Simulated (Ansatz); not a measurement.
# How fast states decay through Li2CaF4, part 3 of 3

A new crystal, Li2CaF4: structure, gap and complex bands. It is built by putting Li for Cs in the Cs2CaF4 structure of space group I4/mmm, with the volume rescaled by atomic radii. The parent structure comes from the Materials Project.

Ansatz 0.2.0; r2SCAN DFT, plane waves, PAW files (the session's first sound run).

So far, gap on path (eV): step 3 (the bulk crystal and its band edges) 6.15.

The structure was built from a prototype and need not be the compound's stable phase.

**6. Band edges at another level, cutoff 420 eV**

This step: PBE DFT, plane waves, PAW files (Ansatz 0.2.0).

The edges again with PBE, at the same atoms. Against that run the cutoff is 420 eV against 500.

File input.yaml:

```yaml
crystal:
  lattice:
    - [-2.1903833413, 2.1903833413, 5.5071700996]
    - [2.1903833413, -2.1903833413, 5.5071700996]
    - [2.1903833413, 2.1903833413, -5.5071700996]
  atoms:
    - { symbol: Li, position: [0.6481471472, 0.6481471472, 0.0] }
    - { symbol: Li, position: [0.3518528528, 0.3518528528, 0.0] }
    - { symbol: Ca, position: [0.0, 0.0, 0.0] }
    - { symbol: F, position: [0.0, 0.5, 0.5] }
    - { symbol: F, position: [0.5, 0.0, 0.5] }
    - { symbol: F, position: [0.8020060411, 0.8020060411, 0.0] }
    - { symbol: F, position: [0.1979939589, 0.1979939589, 0.0] }
kpoints:
  mp_grid: { grid: [10, 10, 10] }
  band_path: { path: [VBM, CBM], npoints: 30 }
scf:
  occupations: { method: fixed }
hamiltonian:
  xc: pbe
output:
  eigenvalues: true
```

Command:

```
$ ansatz run input.yaml --threads 2 --pin off --max-ram 4096MiB --backend cpu --events-out ev --progress --plain --runs-dir out
```

Numbers of over 12 decimals in the logs are rounded to 6 here.

The program printed:

```text
[...]
Crystal: 7 atoms, lattice volume = 105.689 Å³
Basis set: ecut = 420 eV, 2091 PW (Γ), FFT grids on a1+a3, a2+a3, a3
Bands: 29, of which v1, the nominal top of the filled ones, is band 22 counted from 1 (21 counted from 0)
Symmetry: 16 space group operations
[...]
k-points: 102 of 1000
[...]
SCF iter   1: F=—  HF=-5469.953355 eV  |F-HF|=—  |Δ(HF+E_count)|=         —  Δρ=1.92e-3  dr2=4.92e-3  ethr=1.77e-3  ⟨swp⟩=5.4  Hψ=12625  notcnv=0  defer=452
[...]
SCF iter   7: F=-5469.951960 eV  HF=-5469.951960 eV  |F-HF|=1.74e-8  |Δ(HF+E_count)|=   2.37e-8  Δρ=7.53e-6  dr2=4.04e-8  ethr=2.27e-10  ⟨swp⟩=3.6  Hψ=7255  notcnv=0
SCF 1 converged in 7 iterations: F = -5469.951960 eV  dr2 = 4.04e-8
[...]
SCF converged after 7 iterations
Free energy (F): -5469.951960 eV
[...]
Internal energy: -5469.951960 eV  (E = F + TS)
E sigma→0 (E₀):  -5469.951960 eV
Fermi energy:    -0.269072 eV
[...]
--- Band table (eV; the first three rows and the last of 102) ---
  k-point 0: bands = [... 18 lower, -1.0451, -0.9614, -0.3485, -0.3485, 5.1063, 8.5843, 8.7641, 8.9783, ... 3 higher]
  k-point 1: bands = [... 18 lower, -0.9866, -0.9478, -0.4421, -0.3501, 5.3432, 8.6358, 8.8957, 8.9932, ... 3 higher]
  k-point 2: bands = [... 18 lower, -0.9055, -0.7579, -0.6715, -0.3514, 5.9748, 8.6900, 9.0308, 9.1198, ... 3 higher]
  k-point 101: bands = [... 18 lower, -0.8770, -0.8770, -0.4636, -0.4636, 5.8383, 7.2271, 8.6050, 8.7036, ... 3 higher]
```

Elapsed: 11 s, on 2 threads of Intel Xeon 6975P-C (Granite Rapids), shared host; peak memory 0.55 GiB; 22 s of CPU time.

Numbers from this step:

```yaml
free_energy: -5469.9520 eV
fermi_energy: -0.2691 eV
gap_on_the_k_mesh: 5.375 eV
gap_on_path: 5.375 eV, by band count; negative where bands overlap
direct_gap_on_path: 5.455 eV
```

Electronic bands along the path, in eV, zero at the Fermi level (highest filled level under fixed occupations); v1 is the highest filled band, c1 the lowest empty one:

| point | v4 | v3 | v2 | v1 | c1 |
| --- | --- | --- | --- | --- | --- |
| VBM | -0.81 | -0.55 | -0.08 | 0.00 | 8.47 |
| CBM | -0.78 | -0.69 | -0.08 | -0.08 | 5.38 |

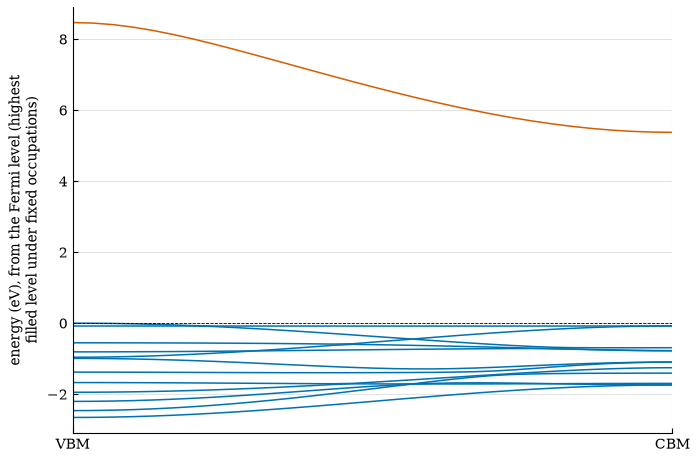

Electronic bands along the path; lines of filled and empty bands in two colours.

The searched edges give 5.38 eV, as on the mesh.

For the gap on path, step 3 gave 6.15 eV; this run, with PBE and cutoff 420 eV, gives 5.38 eV.

**7. Complex bands at another level, cutoff 420 eV**

This step: PBE DFT, plane waves, PAW files; complex bands by layer matching along the plane's normal (Ansatz 0.2.0).

The complex bands at that level, over its own gap, at (0, 0) and (-0.5, -0.5).

File input.yaml:

```yaml
crystal:
  lattice:
    - [4.380766683, 0.0, 0.0]
    - [0.0, 4.380766683, 0.0]
    - [2.190383341, 2.190383341, 5.5071701]
  atoms:
    - { symbol: Li, position: [0.3518528528, 0.3518528528, 0.2962942944] }
    - { symbol: Li, position: [0.6481471472, 0.6481471472, 0.7037057056] }
    - { symbol: Ca, position: [0.0, 0.0, 0.0] }
    - { symbol: F, position: [0.5, 0.0, 0.0] }
    - { symbol: F, position: [0.0, 0.5, 0.0] }
    - { symbol: F, position: [0.1979939589, 0.1979939589, 0.6040120822] }
    - { symbol: F, position: [0.8020060411, 0.8020060411, 0.3959879178] }
kpoints:
  mp_grid: { grid: [6, 6, 6] }
scf:
  occupations: { method: fixed }
hamiltonian:
  xc: pbe
output:
  eigenvalues: true
  transmission:
    leads: [[0, 0]]
    kpoints: [[0.0, 0.0], [-0.5, -0.5]]
    e_range: [-1.0, 6.38]
    de: 0.18
```

The program printed:

```text
[...]
Crystal: 7 atoms, lattice volume = 105.689 Å³
Basis set: ecut = 420 eV, 2091 PW (Γ)
Bands: 29, of which v1, the nominal top of the filled ones, is band 22 counted from 1 (21 counted from 0)
Symmetry: 16 space group operations
[...]
k-points: 30 of 216
[...]
SCF iter   1: F=—  HF=-5469.953427 eV  |F-HF|=—  |Δ(HF+E_count)|=         —  Δρ=1.92e-3  dr2=4.90e-3  ethr=1.77e-3  ⟨swp⟩=5.2  Hψ=3694  notcnv=0  defer=128
[...]
SCF iter   6: F=-5469.951965 eV  HF=-5469.951965 eV  |F-HF|=1.42e-8  |Δ(HF+E_count)|=   6.94e-7  Δρ=6.66e-6  dr2=4.67e-8  ethr=2.27e-10  ⟨swp⟩=10.5  Hψ=4258  notcnv=0
SCF 1 converged in 6 iterations: F = -5469.951965 eV  dr2 = 4.67e-8
[...]
transmission: 8 of 16 steps passed
transmission: 16 of 16 steps passed
SCF converged after 6 iterations
Free energy (F): -5469.951965 eV
[...]
Internal energy: -5469.951965 eV  (E = F + TS)
E sigma→0 (E₀):  -5469.951965 eV
Fermi energy:    -0.269100 eV
[...]
--- Band table (eV; the first three rows and the last of 30) ---
  k-point 0: bands = [... 18 lower, -1.0451, -0.9615, -0.3486, -0.3486, 5.1062, 8.5843, 8.7641, 8.9783, ... 3 higher]
  k-point 1: bands = [... 18 lower, -1.0071, -0.9935, -0.3723, -0.3723, 5.2440, 8.3049, 8.5894, 8.9042, ... 3 higher]
  k-point 2: bands = [... 18 lower, -0.9244, -0.9244, -0.4284, -0.4284, 5.5890, 7.6020, 8.5998, 8.7674, ... 3 higher]
  k-point 29: bands = [... 18 lower, -1.0791, -0.9174, -0.3215, -0.2832, 8.2007, 8.8083, 9.0063, 9.2193, ... 3 higher]
--- Transmission ---
  basis      : 177 plane waves across, 8 finite elements along
  points     : 2, as listed
[...]
crystal 0  : Li2Ca1F4, at the sites [0, 0], period 5.5072 Å: whole cells are its period
[...]
channels       : 0.000000e0 a spin
[...]
slowest decay  : 0.6320 /Å at (0.0000, 0.0000)
```

Wall time 13 s (2 threads); peak memory 0.63 GiB.

This step gave:

```
level to which the leads are filled                       : 2.688 eV from the Fermi level
decay constant at the filling level, zone centre          : 0.6320 Å⁻¹
decay constant at the filling level, slowest listed point : 0.632 Å⁻¹
```

K parallel (0, 0); values up to 1.5 1/Å, a degenerate pair printed once or twice; energies at which all values exceed this have no row. Table of Im kz of the slowest decaying states by energy, zero at the highest filled level on the SCF mesh:

| energy (eV) | decay 1 (Å⁻¹) | decay 2 (Å⁻¹) | decay 3 (Å⁻¹) | decay 4 (Å⁻¹) |
| --- | --- | --- | --- | --- |
| -1.00 | 0.362 | 0.366 | 0.799 | 0.838 |
| 0.08 | 0.436 | 0.532 | 0.706 | 0.955 |
| 0.98 | 0.625 | 0.803 | 0.870 | 0.959 |
| 2.06 | 0.646 | 0.860 | 0.969 | 1.02 |
| 2.96 | 0.614 | 0.884 | 0.962 | 0.998 |
| 4.04 | 0.508 | 0.896 | 0.934 | 0.955 |
| 4.94 | 0.316 | 0.893 | 0.895 | 0.922 |
| 6.02 | 0.821 | 0.884 | 0.886 | 0.959 |

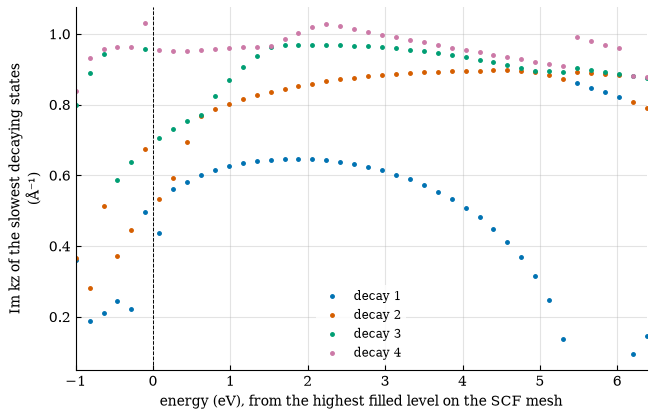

Im kz of the slowest decaying states against energy.

K parallel (-0.5, -0.5); values up to 1.5 1/Å, a degenerate pair printed once or twice; energies at which all values exceed this have no row. Im kz of the slowest decaying states against energy, zero at the highest filled level on the SCF mesh:

| energy (eV) | decay 1 (Å⁻¹) | decay 2 (Å⁻¹) | decay 3 (Å⁻¹) | decay 4 (Å⁻¹) |
| --- | --- | --- | --- | --- |
| -1.00 | 0.0978 | 0.565 | 1.26 | 1.27 |
| 0.08 | 0.488 | 0.765 | 0.800 | 1.38 |
| 0.98 | 0.858 | 0.884 | 0.887 | 1.36 |
| 2.06 | 0.937 | 0.944 | 1.32 | - |
| 2.96 | 0.947 | 0.980 | 1.26 | - |
| 4.04 | 0.930 | 1.06 | 1.13 | - |
| 4.94 | 0.896 | 1.06 | - | - |
| 6.02 | 0.832 | 1.01 | - | - |

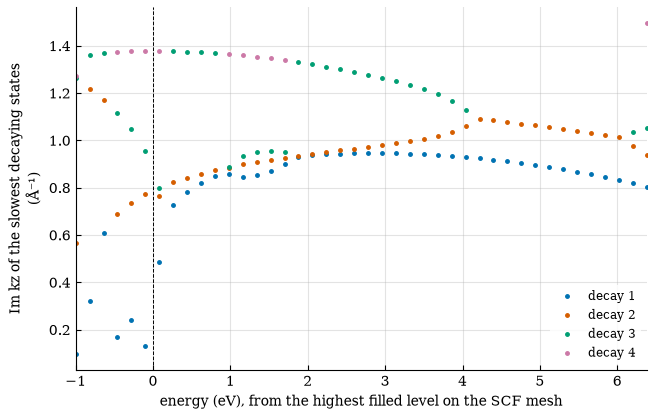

Im kz of the slowest decaying states, plotted against energy.

At the listed wavevectors the last open channel is at -0.10 eV and the next at +5.48 eV on the grid. At +2.60 eV, the grid energy nearest the filling level (the middle of the gap on the SCF mesh), the slowest state at the listed wavevectors decays with κ = 0.632 Å⁻¹, its amplitude falling by e over 1.6 Å; the first such run, plane (001), gave 0.659 Å⁻¹ over as many of its listed wavevectors.

**8. Summary of results**

```json
{
 "band gap": "6.15 eV",
 "least decay constant at mid-gap, normal to (001)": "0.659 Å⁻¹",
 "least decay constant at mid-gap, normal to (110)": "0.557 Å⁻¹",
 "least decay constant, PBE": "0.632 Å⁻¹"
}
```

In words: With r2SCAN, the slowest decay at the wavevectors tried is κ = 0.557 Å⁻¹, normal to (110). Through such a film the transmission near mid-gap falls as exp(−2κd), a factor of ten every 2.1 Å. The decay depends on direction: 1.2 times faster normal to (001). A free electron under a barrier of half the gap would need a mass of 0.38 mₑ to decay at this rate. With PBE the gap goes from 6.15 to 5.38 eV and the decay constant, over the first 2 listed wavevectors, from 0.659 to 0.632 Å⁻¹. The compound is made up by substitution; its stability against other phases and against distortions of the cell's symmetry was not tested. r2SCAN still narrows gaps, if less than LDA and GGA do, so real decay constants are likely larger.

[Logs are printed without paths, hosts, clocks, repeated set-up lines and the standing remarks that a program may print on its own settings, such as how far it seeks lower states.]

[Hosts, paths, dates, database ids (printed as entryN), source tags and the programs' standing remarks are cut or masked in the printed files.]

[New means built here by substitution; the compound itself may be known and measured.]
